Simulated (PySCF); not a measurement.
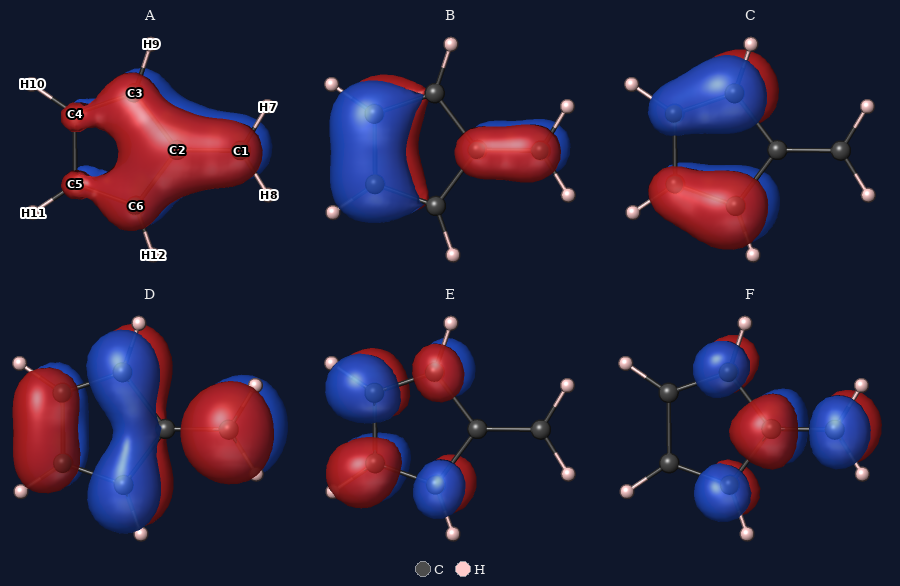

Figure 1: C₆H₆, SMILES `C=C1C=CC=C1`. Natural orbitals of the π active space, CASSCF(6,6), triplet state at the geometry of the singlet, in order of falling occupation.

Method: cc-pVDZ basis; geometry: GFN2-xTB; program: PySCF. No frequency check shows the geometry to be a minimum.

> What are the natural occupation numbers?

A 1.93, B 1.89, C 1.04, D 0.97, E 0.10, F 0.07.

> Where does the lowest triplet lie relative to the singlet, at this geometry and within this active space?

2.57 eV above it by strongly contracted NEVPT2 (+2.65 eV by CASSCF); a small basis tends to put such gaps a few tenths of an eV too high. This is a vertical energy for π states alone; a state that uses lone pairs or σ orbitals may lie lower.
